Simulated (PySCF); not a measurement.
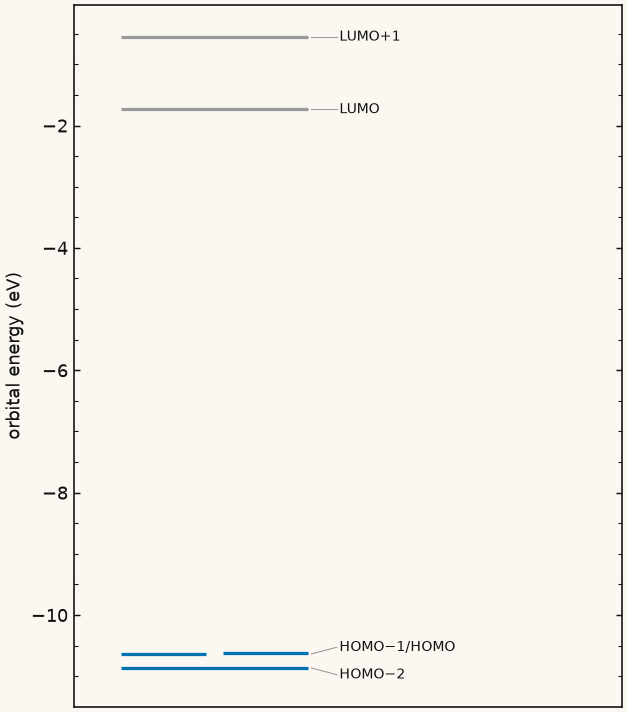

Kohn-Sham orbital energies near the frontier, ωB97X-D/def2-SVPD with PySCF, at a PBE0-D3(BJ)/def2-SVP geometry (no frequency check), isolated molecule; empty levels in grey, levels within 0.03 eV side by side.

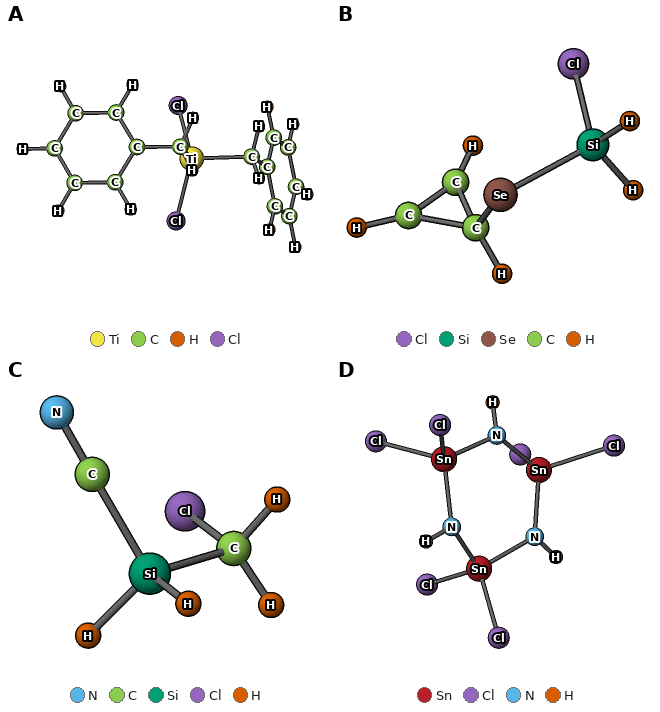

> Which molecule has this level scheme? The candidates are drawn in the second picture.

Structure D, Sn₃N₃H₃Cl₆, singlet. HOMO −10.61 eV, LUMO −1.74 eV, separation 8.88 eV.

Known limits of this run: effective core potentials, which hold scalar relativity, on atoms heavier than Kr; spin-orbit coupling is left out, and with Sn it can shift these levels and split any degenerate set.
